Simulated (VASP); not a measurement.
Band structure of Ag2Pt (space group Fd-3m). Level of theory: PBE GGA, VASP's PBE PAW potentials (set 64) (plane waves; VASP).

Unless said otherwise, spin-orbit coupling is left out, though it shifts the bands of the heavy elements here.

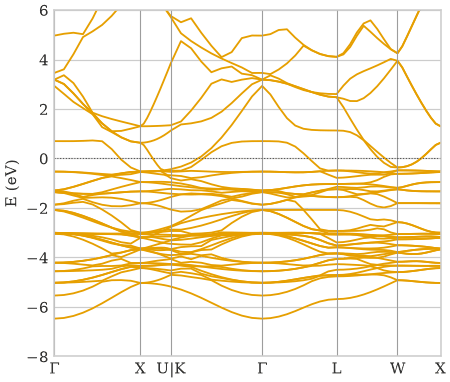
Figure. Bands along high-symmetry lines, zero at the valence-band maximum or, without a gap, the Fermi level

Task: Read the plot: is there a gap, and where are the band edges?

Result: It has no gap at this level: it comes out as a metal or semimetal.

The structure was generated: Ag2Pt was put into an ordered model structure, which need not be its known phase. The cell was not relaxed at this level.
